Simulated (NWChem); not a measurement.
# Si3H8 (trisilane): levels of theory compared

We compute a comparison of 6 runs (HF/STO-3G, HF/3-21G, HF/def2-SVP, B3LYP/6-31G*, r2SCAN/6-31G*, B3LYP/def2-TZVP) of Si3H8 (trisilane). 

The calculation is run with NWChem 7.3.0.

1 further run of the same task is left out (set aside as unsound or not needed). Runs told in other sessions of the task aren't counted.

## (1) The structure to begin with

Si3H8: 11 atoms, total charge 0, spin state singlet. SMILES: `[SiH3][SiH2][SiH3]`. The coordinates come from a PBE0-D4/def2-TZVP relaxation.

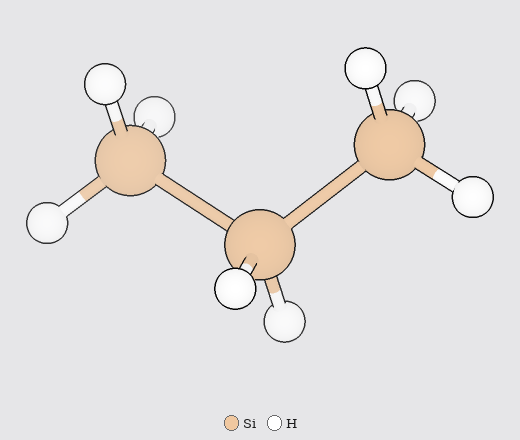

Viewed from a chosen angle; silicon light orange, hydrogen white.

## (2) Energy and gradient at HF/STO-3G (run 1)

File h8si3.nw:

```
start h8si3
title "H8Si3"
memory total 2200 mb
charge 0
geometry noautosym nocenter noautoz
  Si    -1.292570     1.366730    -0.525270
  Si    -0.462570    -0.807300    -0.296320
  Si     1.631930    -0.774400     0.742750
  H     -2.625850     1.367720    -1.185120
  H     -0.354030     2.180440    -1.344070
  H     -1.422540     2.000090     0.814640
  H     -0.343400    -1.440160    -1.640160
  H     -1.410380    -1.620800     0.516390
  H      1.515950    -0.154940     2.090430
  H      2.583820     0.031780    -0.068050
  H      2.179610    -2.149160     0.894770
end
basis spherical bse
  Si library STO-3G
  H library STO-3G
end
scf
  thresh 1e-08
  maxiter 80
end
task scf gradient
```

Started as:

```
$ nwchem h8si3.nw > h8si3.out
```

What it wrote:

```text
[...]
  functions       =    35
[...]
  wavefunction    = RHF
[...]
         Total SCF energy =   -861.477915255963
      One-electron energy =  -1585.243798959231
      Two-electron energy =    530.648032597528
 Nuclear repulsion energy =    193.117851105740
        Time for solution =      1.0s
[...]
                         RHF ENERGY GRADIENTS
    atom               coordinates                        gradient
                 x          y          z           x          y          z
   1 Si     -2.442603   2.582745  -0.992616   -0.000307   0.002568   0.000066
   2 Si     -0.874131  -1.525576  -0.559964   -0.001060  -0.001848  -0.000668
   3 Si      3.083901  -1.463404   1.403594    0.002196   0.000730   0.001143
   4 H      -4.962137   2.584616  -2.239552   -0.029569  -0.001631  -0.014772
   5 H      -0.669020   4.120434  -2.539924    0.022116   0.016533  -0.018470
   6 H      -2.688211   3.779622   1.539446   -0.002238   0.012426   0.030724
   7 H      -0.648932  -2.721508  -3.099453    0.003786  -0.012881  -0.030503
   8 H      -2.665232  -3.062868   0.975836   -0.020949  -0.017077   0.019502
   9 H       2.864730  -0.292794   3.950340   -0.004562   0.014044   0.029760
  10 H       4.882712   0.060055  -0.128596    0.019775   0.018300  -0.019433
  11 H       4.118866  -4.061324   1.690870    0.010812  -0.031164   0.002652
[...]
```

Run time: 1.8 s. Hardware: 1 thread of Intel Xeon 6975P-C (Granite Rapids), shared host; peak memory 0.096 GiB.

## (3) Energy and gradient at HF/3-21G (run 2)

File h8si3.xyz:

```xyz
11
H8Si3
Si    -1.292570     1.366730    -0.525270
Si    -0.462570    -0.807300    -0.296320
Si     1.631930    -0.774400     0.742750
H     -2.625850     1.367720    -1.185120
H     -0.354030     2.180440    -1.344070
H     -1.422540     2.000090     0.814640
H     -0.343400    -1.440160    -1.640160
H     -1.410380    -1.620800     0.516390
H      1.515950    -0.154940     2.090430
H      2.583820     0.031780    -0.068050
H      2.179610    -2.149160     0.894770
```

File run.py:

```python
from ase.io import read
from ase.calculators.nwchem import NWChem

atoms = read('h8si3.xyz')

calc = NWChem(
    label='h8si3',
    theory='scf',
    memory='2200 mb',
    basis='3-21G',
    basispar='spherical bse',
    scf={'nopen': '0', 'rhf': None, 'thresh': '1e-08', 'maxiter': '80'},
)
atoms.calc = calc

forces = atoms.get_forces()
print("Total energy (eV):", round(atoms.get_potential_energy(), 6))
print("forces (eV/A):")
for s, f in zip(atoms.symbols, forces):
    print(f"{s:2s} {f[0]:10.5f} {f[1]:10.5f} {f[2]:10.5f}")
print("dipole (e A):", atoms.get_dipole_moment().round(4))
```

Started as:

```
$ export ASE_NWCHEM_COMMAND="nwchem PREFIX.nwi > PREFIX.nwo"
$ python run.py
```

What it wrote:

```text
Total energy (eV): -23586.796573
forces (eV/A):
Si   -0.21294    0.42408   -0.06983
Si   -0.24909   -0.43457   -0.15956
Si    0.42953   -0.04597    0.20867
H    -0.01250   -0.00643   -0.00668
H     0.02520    0.00067    0.00442
H     0.01887   -0.00041    0.01748
H     0.01147    0.01666    0.00201
H     0.00740    0.01615    0.00992
H    -0.01219    0.02227    0.00386
H    -0.00571    0.02319   -0.00900
H    -0.00005   -0.01558   -0.00129
dipole (e A): [-0.0052 -0.009  -0.0033]
```

The calculator wrote h8si3.nwi:

```
title "h8si3"

permanent_dir h8si3

scratch_dir h8si3

start h8si3

geometry units angstrom nocenter noautosym noautoz
  Si -1.2925700000000000e+00 1.3667300000000000e+00 -5.2527000000000001e-01
  Si -4.6256999999999998e-01 -8.0730000000000002e-01 -2.9631999999999997e-01
  Si 1.6319300000000001e+00 -7.7439999999999998e-01 7.4275000000000002e-01
  H  -2.6258499999999998e+00 1.3677200000000000e+00 -1.1851200000000000e+00
  H  -3.5403000000000001e-01 2.1804399999999999e+00 -1.3440700000000001e+00
  H  -1.4225399999999999e+00 2.0000900000000001e+00 8.1464000000000003e-01
  H  -3.4339999999999998e-01 -1.4401600000000001e+00 -1.6401600000000001e+00
  H  -1.4103800000000000e+00 -1.6208000000000000e+00 5.1639000000000002e-01
  H  1.5159499999999999e+00 -1.5493999999999999e-01 2.0904300000000000e+00
  H  2.5838199999999998e+00 3.1780000000000003e-02 -6.8049999999999999e-02
  H  2.1796099999999998e+00 -2.1491600000000002e+00 8.9476999999999995e-01
end

memory 2200 mb

basis spherical bse noprint
   * library 3-21G
end

scf
  nopen 0
  rhf
  thresh 1e-08
  maxiter 80
end

task scf gradient
```

h8si3.nwo:

```text
Northwest Computational Chemistry Package (NWChem) 7.3.0
             --------------------------------------------------------

           Job information
           ---------------

    nwchem branch   = 7.3.0
    use scalapack   = T
    input           = h8si3.nwi
    prefix          = h8si3.
    data base       = h8si3/h8si3.db
    status          = startup
    nproc           =        1

           Memory information
           ------------------

[... 5 lines left out ...]
    hardfail = no
[... 137 lines left out ...]
         Quadratically convergent ROHF
[... 14 lines left out ...]
       Final RHF  results
[... 4 lines left out ...]
      Two-electron energy =    527.065298935054
[... 44 lines left out ...]
                       ROHF Final Molecular Orbital Analysis
[... 259 lines left out ...]
                 ----------------------------------------
                 |  Time  |  1-e(secs)   |  2-e(secs)   |
                 ----------------------------------------
                 |  CPU   |       0.00   |       0.19   |
                 ----------------------------------------
                 |  WALL  |       0.00   |       0.19   |
                 ----------------------------------------

 Task  times  cpu:        1.4s     wall:        1.4s
 Total times  cpu:        1.4s     wall:        1.4s
```

It took 2.3 s on 1 thread of Intel Xeon 6975P-C (Granite Rapids), shared host; peak memory 0.096 GiB.

Runs 3 to 4 aren't shown in full; the table further down has their settings and results.

## (4) Energy and forces at r2SCAN/6-31G(d) (spherical functions) (run 5)

Changes to h8si3.xyz since step 3:

```diff
@@ -1,3 +1,3 @@
 11
-H8Si3
+H8Si3 r2SCAN
 Si    -1.292570     1.366730    -0.525270
```

File run.py:

```python
from ase.io import read
from ase.calculators.nwchem import NWChem

system = read('h8si3.xyz')

calc = NWChem(
    label='h8si3',
    theory='dft',
    memory='2200 mb',
    basis='6-31G*',
    basispar='spherical bse',
    dft={'xc': 'r2scan', 'mult': '1', 'grid': 'xfine', 'convergence': 'energy 1e-08', 'iterations': '100', 'mulliken': None},
)
system.calc = calc

forces = system.get_forces()
print("Total energy (eV):", round(system.get_potential_energy(), 6))
print("forces (eV/A):")
for s, f in zip(system.symbols, forces):
    print(f"{s:2s} {f[0]:10.5f} {f[1]:10.5f} {f[2]:10.5f}")
print("dipole (e A):", system.get_dipole_moment().round(4))
```

Started as:

```
$ export ASE_NWCHEM_COMMAND="nwchem PREFIX.nwi > PREFIX.nwo"
$ python run.py
```

What it wrote:

```text
Total energy (eV): -23758.891384
forces (eV/A):
Si    0.01214   -0.08294   -0.00082
Si    0.04669    0.08161    0.02988
Si   -0.07184   -0.02119   -0.03723
H    -0.05394    0.02340   -0.02473
H     0.02484    0.04937   -0.02787
H    -0.01013    0.04345    0.04299
H    -0.01008   -0.04721   -0.05631
H    -0.04751   -0.05343    0.01923
H     0.01692    0.02355    0.05456
H     0.05194    0.02952   -0.01610
H     0.04098   -0.04613    0.01635
dipole (e A): [-0.0056 -0.0098 -0.0036]
```

The calculator wrote h8si3.nwi:

```
title "h8si3"

permanent_dir h8si3

scratch_dir h8si3

start h8si3

geometry units angstrom nocenter noautosym noautoz
  Si -1.2925700000000000e+00 1.3667300000000000e+00 -5.2527000000000001e-01
  Si -4.6256999999999998e-01 -8.0730000000000002e-01 -2.9631999999999997e-01
  Si 1.6319300000000001e+00 -7.7439999999999998e-01 7.4275000000000002e-01
  H  -2.6258499999999998e+00 1.3677200000000000e+00 -1.1851200000000000e+00
  H  -3.5403000000000001e-01 2.1804399999999999e+00 -1.3440700000000001e+00
  H  -1.4225399999999999e+00 2.0000900000000001e+00 8.1464000000000003e-01
  H  -3.4339999999999998e-01 -1.4401600000000001e+00 -1.6401600000000001e+00
  H  -1.4103800000000000e+00 -1.6208000000000000e+00 5.1639000000000002e-01
  H  1.5159499999999999e+00 -1.5493999999999999e-01 2.0904300000000000e+00
  H  2.5838199999999998e+00 3.1780000000000003e-02 -6.8049999999999999e-02
  H  2.1796099999999998e+00 -2.1491600000000002e+00 8.9476999999999995e-01
end

memory 2200 mb

basis spherical bse noprint
   * library 6-31G*
end

dft
  xc r2scan
  mult 1
  grid xfine
  convergence energy 1e-08
  iterations 100
  mulliken
end

task dft gradient
```

h8si3.nwo:

```text
Northwest Computational Chemistry Package (NWChem) 7.3.0
             --------------------------------------------------------

           Job information
           ---------------

    nwchem branch   = 7.3.0
    use scalapack   = T
    input           = h8si3.nwi
    prefix          = h8si3.
    data base       = h8si3/h8si3.db
    status          = startup
    nproc           =        1

           Memory information
           ------------------

[... 5 lines left out ...]
    hardfail = no
[... 108 lines left out ...]
  convergence criterion.
[... 38 lines left out ...]
          Spatial weights used:  Erf1
[... 32 lines left out ...]
 1-e energy   =   -1590.285463
[... 45 lines left out ...]
           Coulomb energy =      592.807356856782
[... 574 lines left out ...]
          Convergence on density requested:  1.00D-05
[... 24 lines left out ...]
          total energy or number of iterations.
[... 36 lines left out ...]
                 ----------------------------------------
                 |  Time  |  1-e(secs)   |  2-e(secs)   |
                 ----------------------------------------
                 |  CPU   |       0.01   |       1.07   |
                 ----------------------------------------
                 |  WALL  |       0.01   |       1.07   |
                 ----------------------------------------

 Task  times  cpu:       35.1s     wall:       35.1s
 Total times  cpu:       35.1s     wall:       35.1s
```

Run time: 36 s. Hardware: 1 thread of Intel Xeon 6975P-C (Granite Rapids), shared host; peak memory 0.15 GiB.

## (5) Energy and gradient at B3LYP/def2-TZVP (run 6)

File run.py:

```python
from ase import Atoms
from ase.calculators.nwchem import NWChem

system = Atoms(['Si', 'Si', 'Si', 'H', 'H', 'H', 'H', 'H', 'H', 'H', 'H'], positions=[
    [-1.292570, 1.366730, -0.525270],
    [-0.462570, -0.807300, -0.296320],
    [1.631930, -0.774400, 0.742750],
    [-2.625850, 1.367720, -1.185120],
    [-0.354030, 2.180440, -1.344070],
    [-1.422540, 2.000090, 0.814640],
    [-0.343400, -1.440160, -1.640160],
    [-1.410380, -1.620800, 0.516390],
    [1.515950, -0.154940, 2.090430],
    [2.583820, 0.031780, -0.068050],
    [2.179610, -2.149160, 0.894770],
])

calc = NWChem(
    label='h8si3',
    theory='dft',
    memory='2200 mb',
    basis='def2-TZVP',
    basispar='spherical bse',
    dft={'xc': 'b3lyp', 'mult': '1', 'grid': 'fine', 'convergence': 'energy 1e-08', 'iterations': '100', 'mulliken': None},
)
system.calc = calc

forces = system.get_forces()
print("Total energy (eV):", round(system.get_potential_energy(), 6))
print("forces (eV/A):")
for s, f in zip(system.symbols, forces):
    print(f"{s:2s} {f[0]:10.5f} {f[1]:10.5f} {f[2]:10.5f}")
print("dipole (e A):", system.get_dipole_moment().round(4))
```

Started as:

```
$ export ASE_NWCHEM_COMMAND="nwchem PREFIX.nwi > PREFIX.nwo"
$ python run.py
```

What it wrote:

```text
Total energy (eV): -23765.605587
forces (eV/A):
Si   -0.08490    0.15031   -0.02936
Si   -0.07878   -0.13740   -0.05050
Si    0.15617   -0.02587    0.07518
H     0.06207    0.01538    0.03204
H    -0.05389   -0.02715    0.03908
H    -0.00005   -0.01800   -0.06947
H    -0.01208    0.01897    0.06016
H     0.03893    0.02772   -0.04314
H     0.01969   -0.03229   -0.06119
H    -0.03399   -0.04191    0.04751
H    -0.01306    0.07024   -0.00031
dipole (e A): [-0.0105 -0.0182 -0.0067]
```

The calculator wrote h8si3.nwi:

```
title "h8si3"

permanent_dir h8si3

scratch_dir h8si3

start h8si3

geometry units angstrom nocenter noautosym noautoz
  Si -1.2925700000000000e+00 1.3667300000000000e+00 -5.2527000000000001e-01
  Si -4.6256999999999998e-01 -8.0730000000000002e-01 -2.9631999999999997e-01
  Si 1.6319300000000001e+00 -7.7439999999999998e-01 7.4275000000000002e-01
  H  -2.6258499999999998e+00 1.3677200000000000e+00 -1.1851200000000000e+00
  H  -3.5403000000000001e-01 2.1804399999999999e+00 -1.3440700000000001e+00
  H  -1.4225399999999999e+00 2.0000900000000001e+00 8.1464000000000003e-01
  H  -3.4339999999999998e-01 -1.4401600000000001e+00 -1.6401600000000001e+00
  H  -1.4103800000000000e+00 -1.6208000000000000e+00 5.1639000000000002e-01
  H  1.5159499999999999e+00 -1.5493999999999999e-01 2.0904300000000000e+00
  H  2.5838199999999998e+00 3.1780000000000003e-02 -6.8049999999999999e-02
  H  2.1796099999999998e+00 -2.1491600000000002e+00 8.9476999999999995e-01
end

memory 2200 mb

basis spherical bse noprint
   * library def2-TZVP
end

dft
  xc b3lyp
  mult 1
  grid fine
  convergence energy 1e-08
  iterations 100
  mulliken
end

task dft gradient
```

h8si3.nwo:

```text
Northwest Computational Chemistry Package (NWChem) 7.3.0
             --------------------------------------------------------

           Job information
           ---------------

    nwchem branch   = 7.3.0
    use scalapack   = T
    input           = h8si3.nwi
    prefix          = h8si3.
    data base       = h8si3/h8si3.db
    status          = startup
    nproc           =        1

           Memory information
           ------------------

[... 5 lines left out ...]
    hardfail = no
[... 108 lines left out ...]
  convergence criterion.
[... 41 lines left out ...]
          Spatial weights used:  Erf1
[... 32 lines left out ...]
 1-e energy   =   -1590.058247
[... 41 lines left out ...]
           Coulomb energy =      592.870383331076
[... 1187 lines left out ...]
          Convergence on density requested:  1.00D-05
[... 27 lines left out ...]
          total energy or number of iterations.
[... 36 lines left out ...]
                 ----------------------------------------
                 |  Time  |  1-e(secs)   |  2-e(secs)   |
                 ----------------------------------------
                 |  CPU   |       0.02   |       7.75   |
                 ----------------------------------------
                 |  WALL  |       0.02   |       7.75   |
                 ----------------------------------------

 Task  times  cpu:       46.8s     wall:       46.8s
 Total times  cpu:       46.8s     wall:       46.8s
```

Wall time 48 s (1 thread of Intel Xeon 6975P-C (Granite Rapids), shared host); peak memory 0.15 GiB.

## (6) Overview of the runs

```csv
run,level,Cartesian functions,iteration cap,energy (Eh),dipole moment (D),HOMO energy (eV),LUMO energy (eV),wall time
1,HF/STO-3G,no,80,-861.477915,0.15,-8.02,10.25,1.8 s
2,HF/3-21G,no,80,-866.798793,0.05,-10.53,3.30,2.3 s
3,HF/def2-SVP,no,80,-871.164708,0.10,-10.59,3.24,7.8 s
4,B3LYP/6-31G* (Cartesian functions),yes,100,-873.282756,–,–,–,26 s
5,r2SCAN/6-31G* (spherical functions),no,100,-873.123161,0.06,-7.19,-0.37,36 s
6,B3LYP/def2-TZVP,no,100,-873.369904,0.11,-7.83,-0.38,48 s
```

## (7) Summary of results

```
                       quantity          value
            run 6: total energy  -873.36990 Eh
           run 6: dipole moment         0.11 D
             run 6: HOMO energy       -7.83 eV
             run 6: LUMO energy       -0.38 eV
           run 6: HOMO–LUMO gap        7.45 eV
run 6: largest force on an atom     0.175 eV/Å
```

**Reading.** Over runs 1, 2, 3, 5, 6 the dipole moment (its size) runs from 0.05 D (HF/3-21G) to 0.15 D (HF/STO-3G). Over runs 1, 2, 3, 5, 6 the HOMO–LUMO gap runs from 6.82 eV (r2SCAN/6-31G*) to 18.26 eV (HF/STO-3G). The two ends differ in method and basis. Totals of different functionals can't be ranked against each other. In run 1 the basis is minimal, so the values are rough. All runs together took 2 min, the longest 48 s.
